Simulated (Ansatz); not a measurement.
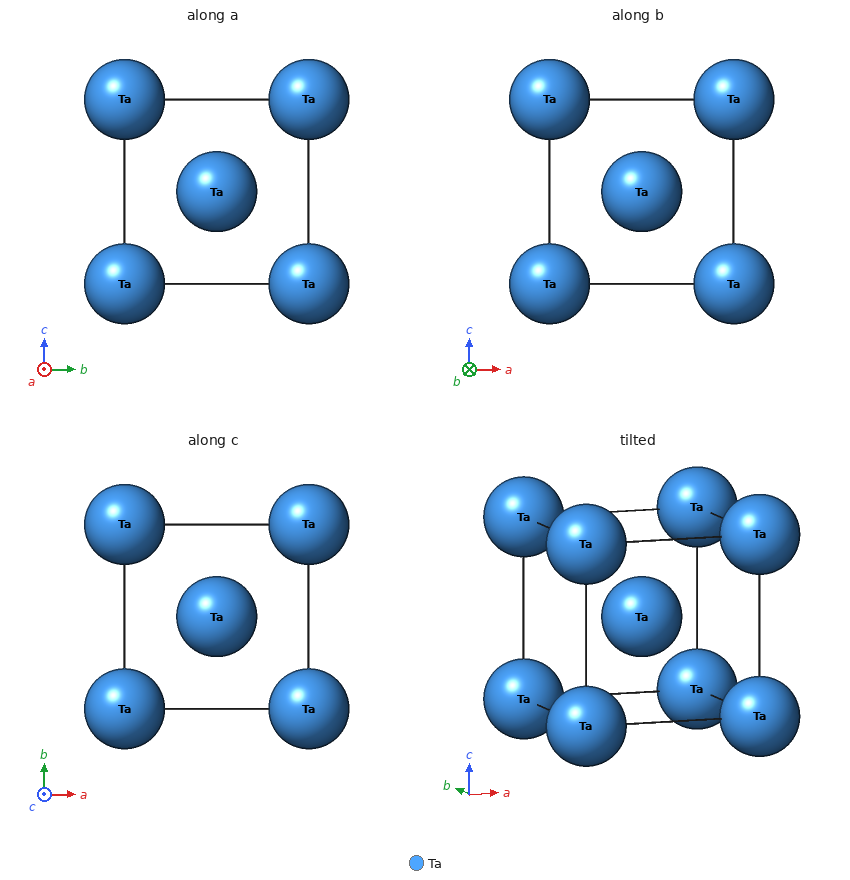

The image is a spheres-only drawing of a crystal, viewed along the a axis, along the b axis, along the c axis and slightly off an axis. The edges of the conventional unit cell are marked.

Lattice parameters: a = 3.3191 Å, b = 3.3191 Å, c = 3.3191 Å, α = 90.000°, β = 90.000°, γ = 90.000°.

**Put the structure into a CIF with its space group and independent sites.**

```cif
data_structure
_symmetry_space_group_name_H-M 'I m -3 m'
_symmetry_Int_Tables_number 229
_cell_length_a 3.3191
_cell_length_b 3.3191
_cell_length_c 3.3191
_cell_angle_alpha 90.000
_cell_angle_beta 90.000
_cell_angle_gamma 90.000
_cell_volume 36.56
loop_
_atom_site_label
_atom_site_type_symbol
_atom_site_symmetry_multiplicity
_atom_site_Wyckoff_symbol
_atom_site_fract_x
_atom_site_fract_y
_atom_site_fract_z
_atom_site_occupancy
Ta1 Ta 2 a 0.0000 0.0000 0.0000 1
```

Provenance: the standard structure of this element. Earlier steps of the study may have refined or changed the cell and positions. Ansatz was used for an electronic-structure calculation on it.
